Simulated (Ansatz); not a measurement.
# Direct or indirect: BN (F-43m)

```xyz
2
Lattice="0.0000 1.8075 1.8075 1.8075 0.0000 1.8075 1.8075 1.8075 0.0000" Properties=species:S:1:pos:R:3 pbc="T T T"
N     2.7113    2.7113    2.7113
B     0.0000    0.0000    0.0000
```

Method: Ansatz, PBE, independent particles, without spin-orbit coupling, line width 0.1 eV (Gaussian). The band structure gives a fundamental gap of 4.47 eV. The spectrum of vertical transitions near the edge:

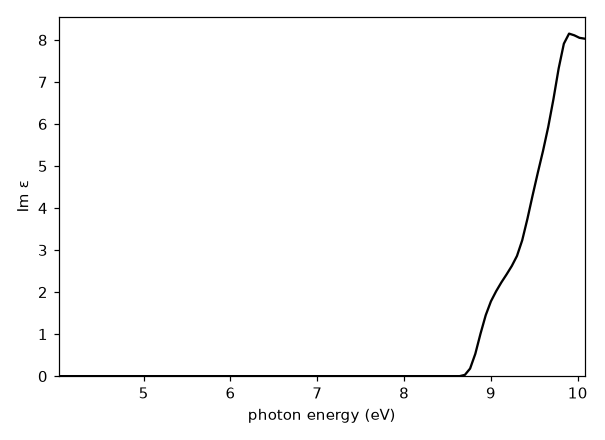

Question: Is the gap direct or indirect, and about where do vertical transitions set in?

Answer: Indirect, by the band path, whose least direct gap is 8.83 eV. The curves fit this: they stay near zero above 4.47 eV and rise only from about 8.8 eV, though a forbidden direct transition would look alike. Lines are broadened by 0.1 eV, which spreads the edge, and phonons, which would give weak absorption from the fundamental gap up, are left out.

[Logs are printed without paths, hosts, clocks, repeated set-up lines and the standing remarks that a program may print on its own settings, such as how far it seeks lower states.]
